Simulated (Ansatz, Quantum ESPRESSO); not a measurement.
# H on fcc sites of Pt(111): the work function of the upper face at a withheld member of a series

**Set-up.** Quantum ESPRESSO 7.5, PBE, GBRV ultrasoft. Slabs of 3 layers, covered on the upper face; adsorbates and the top layer relax in a periodic cell, the rest is held (the clean slab relaxes both outer layers); a run under open boundaries (ESM, bc1) gives both vacuum levels. Cells of one to 9 surface sites carry the coverages, on meshes of like density; cold smearing of 0.02 Ry. The slabs take the lattice constants of the bulk relaxed by the same program. The series steps the coverage.

| coverage | work function of the upper face (eV) |
| --- | --- |
| 0 ML | 5.761 |
| 0.1111 ML | 5.738 |
| 0.1667 ML | 5.730 |
| 0.25 ML | 5.694 |
| 0.3333 ML | 5.684 |
| 0.5 ML | 5.621 |
| 0.6667 ML | 5.526 |
| 0.75 ML | 5.474 |

To predict: What is the work function of the upper face at 1 ML?

**Worked estimate.** The rows at 0.6667 ML and 0.75 ML give a slope of (5.474 − (5.526))/(0.75 − (0.6667)) = −0.6242, so a straight line gives 5.318 eV. A parabola through these and the row at 0.5 ML gives 5.300 eV.

**The withheld run.** 5.292 eV. The line misses by +0.026 and the parabola by +0.008 eV. The parabola does better.

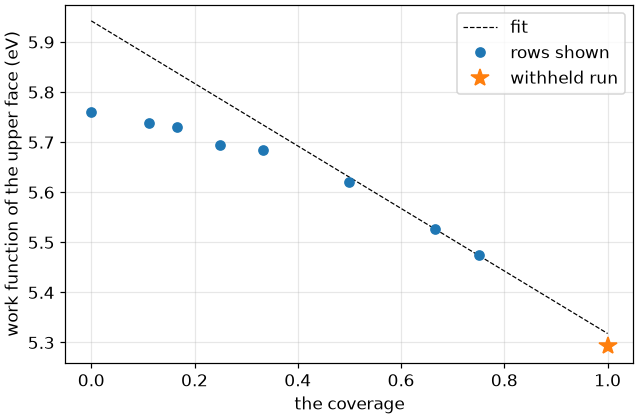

The rows shown, the fit and the withheld run.

**Limits.** Thin slabs, one site and one ordered pattern a coverage; no reconstruction or subsurface sites; meshes differ a little between cells.
